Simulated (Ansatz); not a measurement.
**K2LiScI6 (double perovskite (elpasolite)) (Fm-3m): G0W0 under other settings**

A base run on K2LiScI6 (double perovskite (elpasolite)) (Fm-3m), then changed inputs.

Calculated with Ansatz 0.2.0; G0W0 on PBE, plane waves, PAW.

The structure was built from a prototype and need not be the compound's stable phase.

## (1) The starting structure

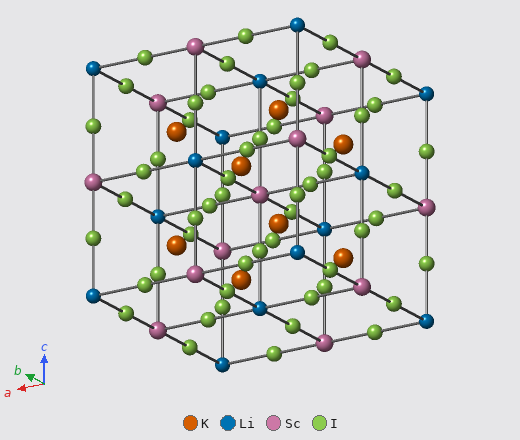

Start, viewed from a free direction; potassium orange, lithium blue, scandium pink, iodine green. This picture shows the conventional cell, with its axes. Some periodic images of atoms are drawn too.

The structure was relaxed with PBE. The structure type comes from a generator and need not be one that this composition takes. The runs that relaxed it are not among those shown. Spin-orbit coupling is left out unless a step names it. The default PAW set here is soft_2. Its files were made with PBE.

## (2) The base run: 2×2×2 mesh, 1198 empty bands, screening to 120 eV

G0W0 replaces the xc potential by the self-energy, built once from these orbitals. Only a window of levels is corrected, while the sums run over the empty bands that the input names.

Input file input.yaml:

```yaml
crystal:
  lattice:
    - [0.0, 5.8553772128, 5.8553772128]
    - [5.8553772128, 0.0, 5.8553772128]
    - [5.8553772128, 5.8553772128, 0.0]
  atoms:
    - { symbol: K, position: [0.25, 0.25, 0.25] }
    - { symbol: K, position: [0.75, 0.75, 0.75] }
    - { symbol: Li, position: [0.0, 0.0, 0.0] }
    - { symbol: Sc, position: [0.5, 0.5, 0.5] }
    - { symbol: I, position: [0.2533847642, 0.7466152358, 0.7466152358] }
    - { symbol: I, position: [0.2533847642, 0.7466152358, 0.2533847642] }
    - { symbol: I, position: [0.7466152358, 0.2533847642, 0.7466152358] }
    - { symbol: I, position: [0.7466152358, 0.2533847642, 0.2533847642] }
    - { symbol: I, position: [0.7466152358, 0.7466152358, 0.2533847642] }
    - { symbol: I, position: [0.2533847642, 0.2533847642, 0.7466152358] }
kpoints:
  mp_grid: { grid: [2, 2, 2] }
hamiltonian:
  xc: pbe
scf:
  occupations: { method: fixed }
gw:
  n_empty_bands: 1198
  ecut_chi: 120.0
  qp_bands: [v3, c3]
  qp_kpoints: band_edges
  screening: { model: contour_deformation }
```

Started as:

```sh
ansatz run input.yaml --threads 8 --pin off --max-ram 17510MiB --backend cpu --events-out ev --progress --plain --runs-dir out
```

Numbers of over 12 decimals in the logs are rounded to 6 here.

Log:

```text
Engine: ansatz 0.2.0, aarch64-unknown-linux-gnu
Pseudopotentials: kind: paw
Pseudopotential: K, paw, valence charge 9, recommended cutoff 420 eV (normal), K.paw.azcp
Pseudopotential: Li, paw, valence charge 3, recommended cutoff 420 eV (normal), Li.paw.azcp
Pseudopotential: Sc, paw, valence charge 11, recommended cutoff 420 eV (normal), Sc.paw.azcp
Pseudopotential: I, paw, valence charge 17, recommended cutoff 420 eV (normal), I.paw.azcp
Functional definition: PBE
  parameter kappa = 0.804
  parameter beta = 0.066725
  exchange = pbe_x(kappa = kappa, mu = beta*pi^2/3)
  correlation = pbe_c(beta = beta)
Crystal: 10 atoms, lattice volume = 401.508 Å³
Basis set: ecut = 420 eV, 7799 PW (Γ)
Bands: 81, of which v1, the nominal top of the filled ones, is band 67 counted from 1 (66 counted from 0)
Symmetry: 48 space group operations
Space group: Fm-3m (ITA 225), of the structure as read, at distance tolerance 7.4e-5 Å
k-points: 3 of 8
Non-local potential: K, projectors of the file, l = 0: 3, l = 1: 2, l = 2: 2
Non-local potential: Li, projectors of the file, l = 0: 3, l = 1: 2, l = 2: 1
Non-local potential: Sc, projectors of the file, l = 0: 3, l = 1: 2, l = 2: 3, l = 3: 1
Non-local potential: I, projectors of the file, l = 0: 2, l = 1: 2, l = 2: 2, l = 3: 2
PAW form: soft (Blöchl's): semilocal exchange-correlation on the pseudo side does not see the compensation charge
PAW one-centre angular grid: K, 110 points (default); XC on 64 Gauss nodes
PAW one-centre angular grid: Li, 110 points (default); XC on 64 Gauss nodes
PAW one-centre angular grid: Sc, 590 points (default); XC on 64 Gauss nodes
PAW one-centre angular grid: I, 590 points (default); XC on 64 Gauss nodes
Initial density: superposition of atomic densities (neutral atoms: chi_scale 0, normalization atom), corrected by the library's trained network
Initial wavefunctions: pseudopotential atomic-orbital guess
Functional: x = pbe(κ = 0.804, μ = 0.219515), c = pbe(β = 0.066725)
SCF iter   1: F=—  HF=-50506.356970 eV  |F-HF|=—  |Δ(HF+E_count)|=         —  Δρ=7.38e-4  dr2=6.26e-3  ethr=1.77e-3  ⟨swp⟩=5.7  Hψ=818  notcnv=0  defer=33
preconditioner: auto → Resta (q_TF=auto, 2.272 Å⁻¹)  ε∞=2.9  [insulator: Δε(μ)=2.043 eV  Ē_g=10.338 eV  n_scr=64 (ndim 8)  ℏωp=14.4 eV  f_vac=0.146  ε∞_Penn≈2.9]
SCF iter   2: F=—  HF=-50506.355243 eV  |F-HF|=—  |Δ(HF+E_count)|=   1.73e-3  Δρ=4.95e-4  dr2=1.87e-3  ethr=4.67e-6  ⟨swp⟩=2.7  Hψ=507  notcnv=0  defer=34
SCF iter   3: F=—  HF=-50506.355150 eV  |F-HF|=—  |Δ(HF+E_count)|=   9.24e-5  Δρ=2.48e-4  dr2=3.88e-4  ethr=1.40e-6  ⟨swp⟩=2.0  Hψ=310  notcnv=0  defer=33
SCF iter   4: F=—  HF=-50506.355351 eV  |F-HF|=—  |Δ(HF+E_count)|=   2.01e-4  Δρ=1.07e-4  dr2=8.78e-5  ethr=2.90e-7  ⟨swp⟩=2.7  Hψ=423  notcnv=0  defer=33
[...]
SCF 1 converged in 7 iterations: F = -50506.355384 eV  dr2 = 4.66e-8
[...]
NSCF: frozen V_eff on 3 k-points
G₀W₀ screening: q 1/3
[... further progress lines ...]
NSCF: frozen V_eff on 1 k-points
NSCF: frozen V_eff on 1 k-points
SCF converged after 7 iterations
Free energy (F): -50506.355384 eV
Harris-Foulkes:  -50506.355384 eV  (|F-HF|=5.86e-9)
Internal energy: -50506.355384 eV  (E = F + TS)
E sigma→0 (E₀):  -50506.355384 eV
Fermi energy:    3.782114 eV
--- Per-component energies (eV) ---
  E_band       = -2944.196609
  E_kinetic    = 1920.812475
  E_local      = -15880.299457  (includes V_loc(G=0)·N_el)
  E_nonlocal   = -469.607059
  E_hartree    = 7709.906332
  E_xc         = -1153.549826
  E_vxc        = -1243.981859  (∫ρ·V_xc dr)
  E_paw        = -31440.373287  (= ΣΔE_a)
  E_vpaw       = -2690.940441  (= ΣTr[D̂ρ^β])
  E_aug_tail   = -0.000058  (compensation charges beyond the density's cutoff)
  E_ewald      = -11193.244504
  E_smearing   = -0.000000  (= −TS)
  E_closure    = 0.000000  (closes the sum)
  Σ components = -50506.355384   (vs F -50506.355384, Δ=0.00e0)
--- Band table (eV) ---
  k-point 0: bands = [... 63 lower, 3.3873, 3.7821, 3.7821, 3.7821, 5.8245, 5.8245, 5.8245, 7.0768, ... 10 higher]
  k-point 1: bands = [... 63 lower, 3.2856, 3.3919, 3.4116, 3.4116, 5.9016, 6.0055, 6.0055, 6.9382, ... 10 higher]
  k-point 2: bands = [... 63 lower, 2.7372, 3.2183, 3.2183, 3.7621, 5.8253, 6.1926, 6.1926, 6.4586, ... 10 higher]
--- G₀W₀: contour deformation, 6 samples at zero and on the imaginary axis and 1 off it, 8 q-points, 1198 empty bands' worth ---
  eigenvalues of the whole cell's RPA ε∞ on this k-mesh (on a slab, of 1 + 4πα/V) = 4.2856, 4.2856, 4.2856; static W/v taken at q = 0 is 0.233337
  bands read: the sum over 1265 bands ends inside a degenerate multiplet in 2 slots, whose members it reads at an even weight; the widest, k=0: bands 1264 to 1266 (counted from 1) at 2/3 each
  gw.qp_kpoints: band_edges: 3 of 3 stored k-points solved, in 1 pass; an edge of the gap read off the rows below is read off those points alone
    ik  band        ε_KS         Σx   Σc(E_QP)       V_xc       Z   E_QP_lin       E_QP  E_QP is
     0    65      3.7821   -17.7241     1.7912   -14.8254  0.7571     2.6354     2.6746  root
     0    66      3.7821   -17.7241     1.7912   -14.8254  0.7571     2.6354     2.6746  root
     0    67      3.7821   -17.7241     1.7912   -14.8254  0.7571     2.6354     2.6746  root
     0    68      5.8245    -9.3495    -6.3354   -16.7361  0.6915     6.9191     6.8757  root
     0    69      5.8245    -9.3495    -6.3354   -16.7361  0.6915     6.9191     6.8757  root
     0    70      5.8245    -9.3495    -6.3354   -16.7361  0.6915     6.9191     6.8757  root
     1    65      3.3919   -17.3274     1.9120   -14.2787  0.7520     2.2088     2.2552  root
     1    66      3.4116   -17.4211     1.7727   -14.5464  0.7565     2.2681     2.3096  root
[...]
2    67      3.7621   -17.6610     1.7906   -14.7635  0.7570     2.6157     2.6551  root
     2    68      5.8253    -9.3333    -6.4051   -16.8003  0.6902     6.9320     6.8872  root
     2    69      6.1926   -10.3142    -6.6915   -18.0752  0.6743     7.3142     7.2621  root
     2    70      6.1926   -10.3142    -6.6915   -18.0752  0.6743     7.3142     7.2621  root
```

It took 3.7 min on 8 threads of Arm Neoverse V2, shared host; peak memory 8.3 GiB; 26 min of CPU time.

The column dr2 measures how far the density is from self-consistency, as an energy; F and HF (Harris–Foulkes) agree once it is small.

Numbers from this step:

| Item | Value |
| --- | --- |
| bands summed | 1265 |
| RPA ε∞ on this mesh (eigenvalues) | 4.286, 4.286, 4.286 |
| plane waves in the screening matrix | 1243 |
| q-points in the mesh | 8 |
| G0W0 gap on the mesh | 4.201 eV |
| k of the valence top | 0, 0, 0 |
| k of the conduction bottom | 0, 0, 0 |
| starting gap on the mesh | 2.042 eV |
| Z at the valence top | 0.7571 |
| Z at the conduction bottom | 0.6915 |
| least direct G0W0 gap on the computed points | 4.201 eV |

The gap on the mesh goes from 2.04 eV to 4.20 eV, a correction of +2.16 eV. Between the two edge states, bare exchange in place of the xc potential would open the gap by 10.29 eV, and correlation takes back 8.13 eV.

## (3) Variant: accuracy level

Changes to input.yaml since step 2:

```diff
@@ -23,4 +23,4 @@
 gw:
-  n_empty_bands: 1198
-  ecut_chi: 120.0
+  n_empty_bands: 911
+  ecut_chi: 100
   qp_bands: [v3, c3]
@@ -28 +28,2 @@
   screening: { model: contour_deformation }
+accuracy: high
```

Log:

```text
[...]
Crystal: 10 atoms, lattice volume = 401.508 Å³
Basis set: ecut = 420 eV, 7799 PW (Γ)
Bands: 81, of which v1, the nominal top of the filled ones, is band 67 counted from 1 (66 counted from 0)
[... 1 set-up line as in the run before ...]
[...]
k-points: 3 of 8
[...]
SCF iter   1: F=—  HF=-50506.356940 eV  |F-HF|=—  |Δ(HF+E_count)|=         —  Δρ=7.38e-4  dr2=6.26e-3  ethr=1.77e-3  ⟨swp⟩=5.7  Hψ=818  notcnv=0  defer=33
[...]
SCF iter   7: F=-50506.355356 eV  HF=-50506.355356 eV  |F-HF|=5.12e-9  |Δ(HF+E_count)|=   7.78e-7  Δρ=3.08e-6  dr2=4.70e-8  ethr=7.46e-11  ⟨swp⟩=16.3  Hψ=1253  notcnv=0
SCF 1 converged in 7 iterations: F = -50506.355356 eV  dr2 = 4.70e-8
[...]
NSCF: frozen V_eff on 3 k-points
G₀W₀ screening: q 1/3
[... further progress lines ...]
[...]
SCF converged after 7 iterations
Free energy (F): -50506.355356 eV
[...]
Internal energy: -50506.355356 eV  (E = F + TS)
E sigma→0 (E₀):  -50506.355356 eV
Fermi energy:    3.782106 eV
[...]
--- Band table (eV) ---
  k-point 0: bands = [... 63 lower, 3.3873, 3.7821, 3.7821, 3.7821, 5.8245, 5.8245, 5.8245, 7.0768, ... 10 higher]
  k-point 1: bands = [... 63 lower, 3.2856, 3.3919, 3.4116, 3.4116, 5.9015, 6.0055, 6.0055, 6.9382, ... 10 higher]
  k-point 2: bands = [... 63 lower, 2.7372, 3.2183, 3.2183, 3.7621, 5.8253, 6.1926, 6.1926, 6.4586, ... 10 higher]
[...]
0    65      3.7821   -17.7241     1.8648   -14.8254  0.7575     2.7161     2.7482  root
     0    66      3.7821   -17.7241     1.8648   -14.8254  0.7575     2.7161     2.7482  root
     0    67      3.7821   -17.7241     1.8648   -14.8254  0.7575     2.7161     2.7482  root
     0    68      5.8245    -9.3495    -6.2717   -16.7361  0.6924     6.9873     6.9394  root
     0    69      5.8245    -9.3495    -6.2717   -16.7361  0.6924     6.9873     6.9394  root
     0    70      5.8245    -9.3495    -6.2717   -16.7361  0.6924     6.9873     6.9394  root
     1    65      3.3919   -17.3274     1.9790   -14.2787  0.7524     2.2839     2.3222  root
     1    66      3.4116   -17.4211     1.8430   -14.5464  0.7570     2.3462     2.3798  root
[...]
2    67      3.7621   -17.6610     1.8635   -14.7635  0.7574     2.6957     2.7280  root
     2    68      5.8253    -9.3333    -6.3415   -16.8003  0.6911     7.0002     6.9508  root
     2    69      6.1926   -10.3142    -6.6200   -18.0752  0.6753     7.3908     7.3336  root
     2    70      6.1926   -10.3142    -6.6200   -18.0752  0.6753     7.3908     7.3336  root
```

Elapsed: 2 min, on 8 threads; peak memory 6 GiB; 14 min of CPU time.

The G0W0 gap on the mesh is 4.191 eV.

Against the base:

| setting | base | variant |
| --- | --- | --- |
| empty bands | 1198 | 911 |
| screening cutoff (eV) | 120.0 | 100 |
| accuracy | - | high |

| quantity | variant | base |
| --- | --- | --- |
| starting gap on the mesh | 2.042 | 2.042 |
| G0W0 gap on the mesh | 4.191 | 4.201 |
| least direct G0W0 gap on the computed points | 4.191 | 4.201 |
| Z at the valence top | 0.757 | 0.757 |
| Z at the conduction bottom | 0.692 | 0.692 |

## (4) Variant: wider window of levels

Changes to input.yaml since step 3:

```diff
@@ -25,5 +25,4 @@
   ecut_chi: 100
-  qp_bands: [v3, c3]
-  qp_kpoints: band_edges
+  qp_bands: [v8, c4]
+  qp_kpoints: [[0, 0, 0]]
   screening: { model: contour_deformation }
-accuracy: high
```

Log:

```text
[...]
Crystal: 10 atoms, lattice volume = 401.508 Å³
Basis set: ecut = 420 eV, 7799 PW (Γ)
Bands: 81, of which v1, the nominal top of the filled ones, is band 67 counted from 1 (66 counted from 0)
[... 1 set-up line as in the run before ...]
[...]
k-points: 3 of 8
[...]
SCF iter   1: F=—  HF=-50506.356970 eV  |F-HF|=—  |Δ(HF+E_count)|=         —  Δρ=7.38e-4  dr2=6.26e-3  ethr=1.77e-3  ⟨swp⟩=5.7  Hψ=818  notcnv=0  defer=33
[...]
SCF iter   7: F=-50506.355384 eV  HF=-50506.355384 eV  |F-HF|=5.86e-9  |Δ(HF+E_count)|=   7.77e-7  Δρ=3.05e-6  dr2=4.66e-8  ethr=7.46e-11  ⟨swp⟩=16.3  Hψ=1253  notcnv=0
SCF 1 converged in 7 iterations: F = -50506.355384 eV  dr2 = 4.66e-8
[...]
G₀W₀ screening: q 1/3
[... further progress lines ...]
[...]
SCF converged after 7 iterations
Free energy (F): -50506.355384 eV
[...]
Internal energy: -50506.355384 eV  (E = F + TS)
E sigma→0 (E₀):  -50506.355384 eV
Fermi energy:    3.782114 eV
[...]
--- Band table (eV) ---
  k-point 0: bands = [... 63 lower, 3.3873, 3.7821, 3.7821, 3.7821, 5.8245, 5.8245, 5.8245, 7.0768, ... 10 higher]
  k-point 1: bands = [... 63 lower, 3.2856, 3.3919, 3.4116, 3.4116, 5.9016, 6.0055, 6.0055, 6.9382, ... 10 higher]
  k-point 2: bands = [... 63 lower, 2.7372, 3.2183, 3.2183, 3.7621, 5.8253, 6.1926, 6.1926, 6.4586, ... 10 higher]
[...]
0    60      2.9676   -17.0515     2.1271   -13.8439  0.7427     1.8358     1.8871  root
     0    61      2.9676   -17.0515     2.1271   -13.8439  0.7427     1.8358     1.8871  root
     0    62      3.3873   -17.3764     1.8110   -14.5368  0.7587     2.3252     2.3587  root
     0    63      3.3873   -17.3764     1.8110   -14.5368  0.7587     2.3252     2.3587  root
     0    64      3.3873   -17.3764     1.8110   -14.5368  0.7587     2.3252     2.3587  root
     0    65      3.7821   -17.7241     1.8657   -14.8254  0.7575     2.7161     2.7491  root
     0    66      3.7821   -17.7241     1.8657   -14.8254  0.7575     2.7161     2.7491  root
     0    67      3.7821   -17.7241     1.8657   -14.8254  0.7575     2.7161     2.7491  root
     0    68      5.8245    -9.3495    -6.2730   -16.7361  0.6924     6.9875     6.9381  root
     0    69      5.8245    -9.3495    -6.2730   -16.7361  0.6924     6.9875     6.9381  root
     0    70      5.8245    -9.3495    -6.2730   -16.7361  0.6924     6.9875     6.9381  root
     0    71      7.0768    -3.5375    -3.2522    -7.0239  0.8140     7.3121     7.3111  root
```

It took 1.8 min on 8 threads; peak memory 6 GiB; 13 min of CPU time.

Absolute levels on the run's own zero. QP, by row:

| k index | band | KS (eV) | Sigma_x (eV) | Sigma_c (eV) | Vxc (eV) | Z | QP linearised (eV) | QP (eV) | source | doubts |
| --- | --- | --- | --- | --- | --- | --- | --- | --- | --- | --- |
| 0 | 60 | 2.968 | -17.05 | 2.127 | -13.84 | 0.7427 | 1.836 | 1.887 | root |  |
| 0 | 61 | 2.968 | -17.05 | 2.127 | -13.84 | 0.7427 | 1.836 | 1.887 | root |  |
| 0 | 62 | 3.387 | -17.38 | 1.811 | -14.54 | 0.7587 | 2.325 | 2.359 | root |  |
| 0 | 63 | 3.387 | -17.38 | 1.811 | -14.54 | 0.7587 | 2.325 | 2.359 | root |  |
| 0 | 64 | 3.387 | -17.38 | 1.811 | -14.54 | 0.7587 | 2.325 | 2.359 | root |  |
| 0 | 65 | 3.782 | -17.72 | 1.866 | -14.83 | 0.7575 | 2.716 | 2.749 | root |  |
| 0 | 66 | 3.782 | -17.72 | 1.866 | -14.83 | 0.7575 | 2.716 | 2.749 | root |  |
| 0 | 67 | 3.782 | -17.72 | 1.866 | -14.83 | 0.7575 | 2.716 | 2.749 | root |  |
| 0 | 68 | 5.824 | -9.35 | -6.273 | -16.74 | 0.6924 | 6.987 | 6.938 | root |  |
| 0 | 69 | 5.824 | -9.35 | -6.273 | -16.74 | 0.6924 | 6.987 | 6.938 | root |  |
| 0 | 70 | 5.824 | -9.35 | -6.273 | -16.74 | 0.6924 | 6.987 | 6.938 | root |  |
| 0 | 71 | 7.077 | -3.538 | -3.252 | -7.024 | 0.814 | 7.312 | 7.311 | root |  |

Against the base:

| setting | base | variant |
| --- | --- | --- |
| empty bands | 1198 | 911 |
| screening cutoff (eV) | 120.0 | 100 |
| levels asked | v3 to c3 | v8 to c4 |
| points asked | band edges | [[0, 0, 0]] |

## (5) What came out

| Item | Value |
| --- | --- |
| base | 4.20 eV, 3.7 min |
| accuracy level | 4.19 eV, 2 min |
| wider window of levels | direct gap at the listed points 4.19 eV, 1.8 min |

Accuracy level: the gap moves by −0.01 eV. The variant differs from the base in empty bands, screening cutoff and accuracy together, so the change can't be laid to one of them. Wider window of levels: only the listed points were computed; the least direct gap there is 4.19 eV, with empty bands, screening cutoff, levels asked and points asked changed against the base. All runs here use a coarse mesh and modest cutoffs; they test settings and are not final values. The 2×2×2 mesh is coarse for this cell (its supercell is 17 Å along the shortest edge). The RPA ε∞ on it, from the PBE start, is 4.29; such meshes misread the long-range screening, most where the gap is narrow. The many-body steps are scalar-relativistic: spin-orbit coupling is not in them.

[Paths, hosts, dates, memory and timing lines, banners, echoed tables and standing remarks are left out of the program output.]

[Logs are printed without paths, hosts, clocks, repeated set-up lines and the standing remarks that a program may print on its own settings, such as how far it seeks lower states.]

[Runs of the session that timed out or met a known fault of the program may be left out.]

[Cells called generated may have been cut or substituted from an entry of the Crystallography Open Database or the Materials Project.]

[Hosts, paths, dates, database ids (printed as entryN), source tags and the programs' standing remarks are cut or masked in the printed files.]
